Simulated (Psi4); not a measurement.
# OMP2/6-31G(d) (density fitting for correlation, spherical functions) run of AlBH2OF2 (SMILES O[B](F)[AlH][F])

What is the vertical singlet–triplet gap of AlBH2OF2 at OMP2/6-31G* (density fitting for correlation, spherical functions)? The job is set up through an ASE script.

The results are computed with Psi4 1.11.

2 further runs of the same task are left out: 2 set aside as unsound or not needed.

## Step 1: Starting point

AlBH2OF2 has 7 atoms, charge 0, and is taken as a singlet. As SMILES, `O[B](F)[AlH][F]`. The shape is that of a PBE0-D4/def2-TZVP optimisation. This is one conformer, not always the lowest.

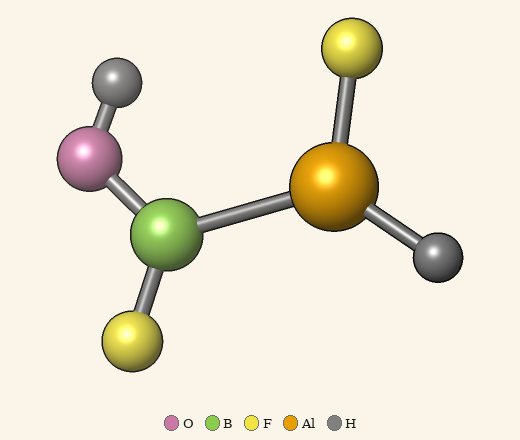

Viewed from a chosen angle; oxygen pink, boron green, fluorine yellow, aluminium amber, hydrogen grey.

## Step 2: A single-point energy at OMP2/6-31G(d) (density fitting for correlation, spherical functions)

Input file run_ase.py:

```python
import numpy as np
from ase.calculators.psi4 import Psi4
from ase import Atoms

mol = Atoms(['O', 'B', 'F', 'Al', 'F', 'H', 'H'], positions=[
    [0.462300, -0.166500, 1.769000],
    [0.511800, -0.675600, 0.519100],
    [1.170800, -1.824800, 0.394500],
    [-0.411500, 0.301600, -1.162100],
    [-1.152700, 1.713100, -0.697800],
    [-0.019900, 0.662300, 1.825000],
    [-0.499600, -0.078200, -2.693300],
])
calc = Psi4(atoms=mol, method='omp2', basis='6-31G*', memory='2200MB', num_threads=1, charge=0, multiplicity=1, label='albf2h2o')
calc.psi4.set_options({'puream': True, 'e_convergence': 1e-09, 'd_convergence': 1e-08, 'scf_type': 'pk', 'num_frozen_docc': 9})
mol.calc = calc

print(f'energy: {mol.get_potential_energy():.6f} eV')
```

On the command line:

```sh
$ python run_ase.py
```

albf2h2o.dat:

```text
[...]
  Running in c1 symmetry.
[...]
  Nuclear repulsion =  190.104529715395870
[...]
  Multiplicity = 1
[...]
  Nalpha       = 23
  Nbeta        = 23
[...]
    Number of basis functions: 78
[...]
   @RHF iter   1:  -541.54451162827115   -1.39083e+00   6.96574e-03 DIIS/ADIIS
[...]
   @RHF iter  12:  -541.65683386365413   -1.93268e-12   3.66001e-09 DIIS
[...]
    Orbital Energies [Eh]
    ---------------------
    Doubly Occupied:
       1A    -58.483546     2A    -26.288368     3A    -26.249697
       4A    -20.589864     5A     -7.673073     6A     -4.909766
       7A     -3.225150     8A     -3.222966     9A     -3.220688
      10A     -1.600289    11A     -1.530981    12A     -1.383300
      13A     -0.800259    14A     -0.726517    15A     -0.677504
      16A     -0.665144    17A     -0.652862    18A     -0.625542
      19A     -0.614160    20A     -0.607393    21A     -0.540953
      22A     -0.507370    23A     -0.401895
[...]
  @RHF Final Energy:  -541.65683386365413
   => Energetics <=
    Nuclear Repulsion Energy =            190.1045297153958700
    One-Electron Energy =               -1133.1281570699077292
    Two-Electron Energy =                 401.3667934908576740
    Total Energy =                       -541.6568338636541284
[...]
 Multipole Moments:
 ------------------------------------------------------------------------------------
     Multipole            Electronic (a.u.)      Nuclear  (a.u.)        Total (a.u.)
 ------------------------------------------------------------------------------------
 L = 1.  Multiply by 2.5417464519 to convert [e a0] to [Debye]
 Dipole X            :          0.3754056           -0.5732381           -0.1978325
 Dipole Y            :         -0.6964161            0.9464908            0.2500747
 Dipole Z            :         -0.2127981           -0.0166682           -0.2294664
 Magnitude           :                                                    0.3928484
[...]
	Warning: cc_lambda option is changed to TRUE
	For this residual convergence, default PCG convergence is:     1.00e-07
[...]
	DF-MP2 Total Energy (a.u.)         :  -542.29926195232167
[...]
	DF-MP2 Total Energy (a.u.)         :  -542.30898343417130
[...]
	DF-OMP2 Total Energy (a.u.)        :  -542.30898343417164
[...]
```

The script printed:

```text
energy: -14756.979093 eV
```

Wall time 25 s (1 thread of Intel Xeon Platinum 8259CL at 2.50GHz (Skylake/Cascade Lake), shared host); peak memory 0.28 GiB.

## Step 3: The triplet

Input file albf2h2o.xyz:

```xyz
7
AlBF2H2O
O      0.462300    -0.166500     1.769000
B      0.511800    -0.675600     0.519100
F      1.170800    -1.824800     0.394500
Al    -0.411500     0.301600    -1.162100
F     -1.152700     1.713100    -0.697800
H     -0.019900     0.662300     1.825000
H     -0.499600    -0.078200    -2.693300
```

Input file albf2h2o_ase.py:

```python
import numpy as np
from ase.calculators.psi4 import Psi4
from ase.io import read

mol = read('albf2h2o.xyz')
calc = Psi4(atoms=mol, method='omp2', basis='6-31G*', memory='2200MB', num_threads=1, charge=0, multiplicity=3, label='psi4-calc', reference='uhf')
calc.psi4.set_options({'puream': True, 'e_convergence': 1e-09, 'd_convergence': 1e-08, 'scf_type': 'pk', 'num_frozen_docc': 9, 'maxiter': 100})
mol.calc = calc

print(f'energy: {mol.get_potential_energy():.6f} eV')
```

On the command line:

```sh
$ python albf2h2o_ase.py
```

psi4-calc.dat:

```text
[...]
  Running in c1 symmetry.
[...]
  Nuclear repulsion =  190.104529715395870
[...]
  Multiplicity = 3
[...]
  Nalpha       = 24
  Nbeta        = 22
[...]
    Number of basis functions: 78
[...]
   @UHF iter   1:  -541.38523289923307   -1.23155e+00   6.99516e-03 ADIIS/DIIS
[...]
   @UHF iter  17:  -541.51614655843764   -2.95586e-12   5.57531e-09 DIIS
[...]
   @S^2 Observed:                2.003347681E+00
[...]
    Orbital Energies [Eh]
    ---------------------
    Alpha Occupied:
       1A    -58.512585     2A    -26.328439     3A    -26.254624
       4A    -20.626567     5A     -7.752274     6A     -4.938422
       7A     -3.256134     8A     -3.254880     9A     -3.249495
      10A     -1.641440    11A     -1.537522    12A     -1.425074
      13A     -0.841865    14A     -0.779512    15A     -0.727717
      16A     -0.714458    17A     -0.674514    18A     -0.657011
      19A     -0.628939    20A     -0.621965    21A     -0.593701
      22A     -0.565230    23A     -0.481238    24A     -0.247685
    Alpha Virtual:
      25A      0.092086    26A      0.102960    27A      0.106553
[...]
  @UHF Final Energy:  -541.51614655843764
   => Energetics <=
    Nuclear Repulsion Energy =            190.1045297153958700
    One-Electron Energy =               -1131.7918777305044387
    Two-Electron Energy =                 400.1712014566709286
    Total Energy =                       -541.5161465584376401
  UHF NO Occupations:
  HONO-2 :   22  A 1.9993125
  HONO-1 :   23  A 1.0000000
[...]
 Multipole Moments:
 ------------------------------------------------------------------------------------
     Multipole            Electronic (a.u.)      Nuclear  (a.u.)        Total (a.u.)
 ------------------------------------------------------------------------------------
 L = 1.  Multiply by 2.5417464519 to convert [e a0] to [Debye]
 Dipole X            :          0.5570687           -0.5732381           -0.0161695
 Dipole Y            :         -0.8961599            0.9464908            0.0503309
 Dipole Z            :          0.0926908           -0.0166682            0.0760225
 Magnitude           :                                                    0.0925963
[...]
	Warning: cc_lambda option is changed to TRUE
	For this residual convergence, default PCG convergence is:     1.00e-07
[...]
	DF-SCS-MP2 Total Energy (a.u.)     :  -542.12310167821477
	DF-SOS-MP2 Total Energy (a.u.)     :  -542.10928716380579
[...]
	DF-SCS-OMP2 Total Energy (a.u.)    :  -542.13373938568964
	DF-SOS-OMP2 Total Energy (a.u.)    :  -542.07146436198002
	DF-SCS(N)-OMP2 Total Energy (a.u.) :  -541.82964294584497
[...]
	DF-OMP2 Total Energy (a.u.)        :  -542.16318384276929
[...]
```

On the terminal:

```text
energy: -14753.011684 eV
```

It took 69 s on 1 thread of Intel Xeon Platinum 8259CL at 2.50GHz (Skylake/Cascade Lake), shared host; peak memory 0.28 GiB.

## Step 4: Results

At OMP2/6-31G* (density fitting for correlation, spherical functions), 9 core orbitals frozen:

| quantity | value |
| --- | --- |
| singlet: total energy | -542.30898 Eh |
| singlet: HOMO energy (Hartree–Fock orbitals) | -10.94 eV |
| singlet: LUMO energy (Hartree–Fock orbitals) | 0.83 eV |
| singlet: HOMO–LUMO gap (Hartree–Fock orbitals) | 11.77 eV |
| singlet: correlation energy (9 core orbitals frozen) | -652.1 mEh |
| triplet: total energy | -542.16318 Eh |
| triplet: HOMO energy (Hartree–Fock orbitals) (highest over α and β) | -6.74 eV |
| triplet: LUMO energy (Hartree–Fock orbitals) (lowest over α and β) | -1.68 eV |
| triplet: correlation energy (9 core orbitals frozen) | -647.0 mEh |
| triplet: ⟨S²⟩ of the reference determinant | 2.003 |
| vertical energy of the triplet above the singlet | 3.967 eV |

What this shows: At this shape the triplet lies 3.97 eV (383 kJ/mol) above the singlet.
